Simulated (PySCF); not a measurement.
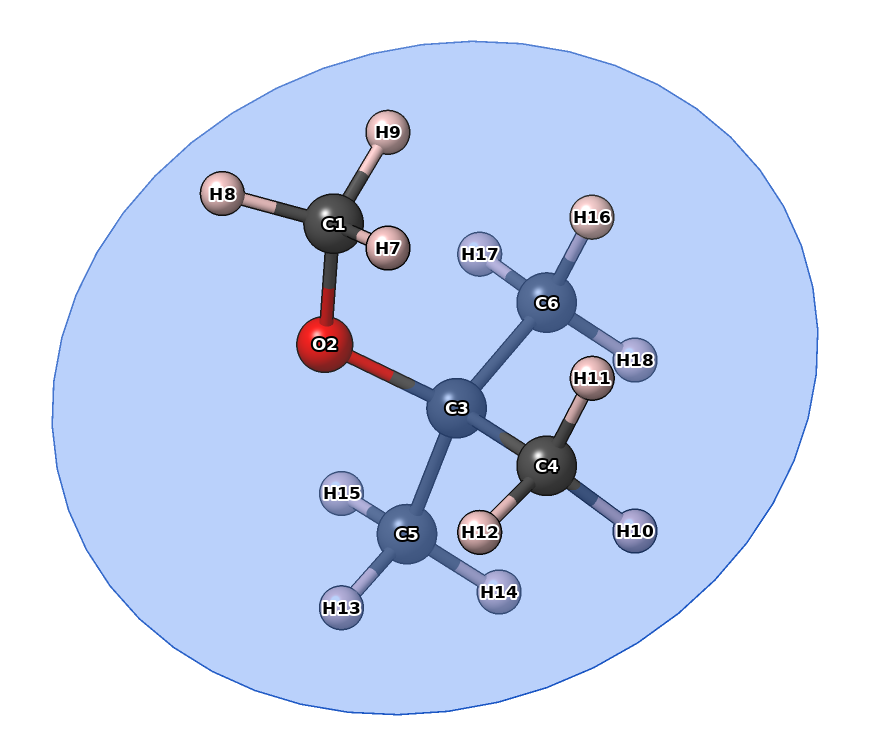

A disc through the centre of mass is drawn in. Depth is shown by fading: the farther an atom, the more it takes the colour of the background. Computed geometry: GFN2-xTB optimisation. No frequency run is at hand to confirm it as a minimum.

**Is the plane of the disc a mirror plane of the structure?**

No. The point group is Cs, with 1 mirror plane, and this plane isn't one of its mirror planes.
